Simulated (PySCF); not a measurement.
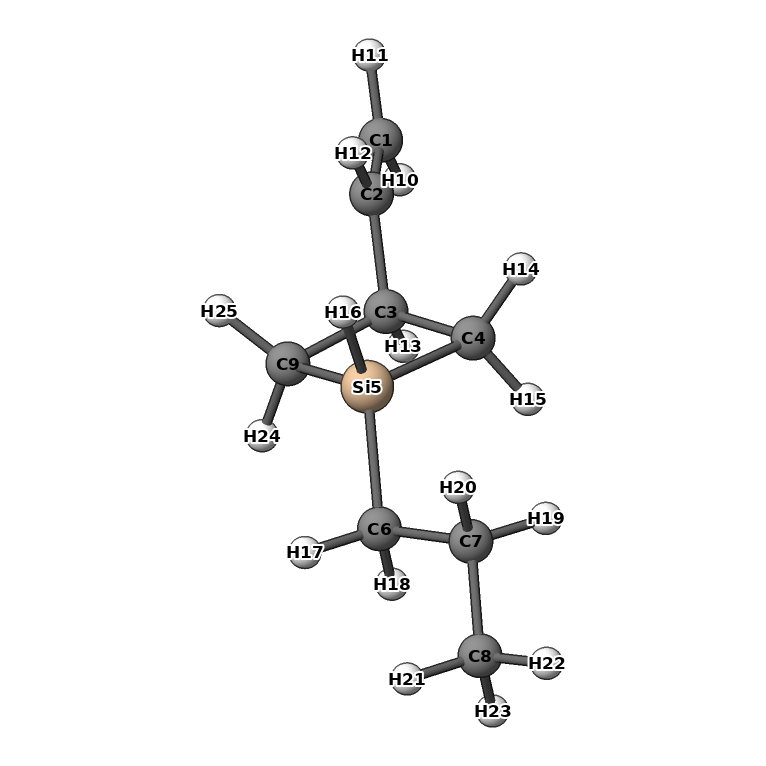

The questions are on isotropic NMR shieldings of the H atoms. Computed geometry: GFN2-xTB optimisation. No frequency run is at hand to confirm it as a minimum. Method: GIAO PBE0/pcSseg-1 NMR shielding, non-relativistic, gas phase (PySCF 2.14.0).

Give the isotropic NMR shieldings of the H atoms atom by atom.

```tsv
atom	σ (ppm)
H10	26.60
H11	26.69
H12	25.39
H13	28.81
H14	30.60
H15	29.91
H16	26.69
H17	30.92
H18	30.91
H19	30.39
H20	30.49
H21	30.72
H22	30.32
H23	30.76
H24	29.94
H25	30.63
```

The geometry is semi-empirical. Around Si such bond lengths and angles can be off by a tenth of an ångström or more and by several degrees, and values that hang on the shape move with them.
